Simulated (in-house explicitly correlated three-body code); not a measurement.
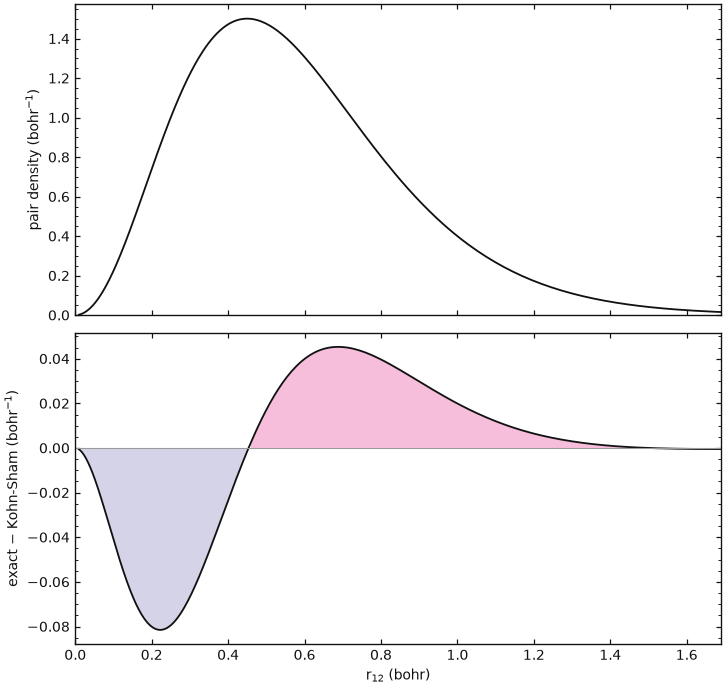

Two electrons around a point charge Z = 4.2. Computed variationally in 260 exponentially correlated functions with an in-house code, non-relativistic, converged to about 10⁻⁷ hartree. The plot shows the distribution of the distance r₁₂ between the electrons in the ground state (one pair, times 4πr₁₂²) and its difference from that of the Kohn-Sham determinant with the same density, the Coulomb hole.

Q: Describe both curves.

A: The pair density peaks near r₁₂ = 0.45 bohr, and ⟨r₁₂⟩ = 0.5857 bohr. Correlation takes weight from short distances: the hole is deepest (−0.082 bohr⁻¹) near 0.22 bohr and first changes sign near 0.45 bohr, moving 2.1 % of the pair outwards. The mean cosine of the angle between the electrons is −0.0314, and the density-functional correlation energy is −44.38 millihartree.
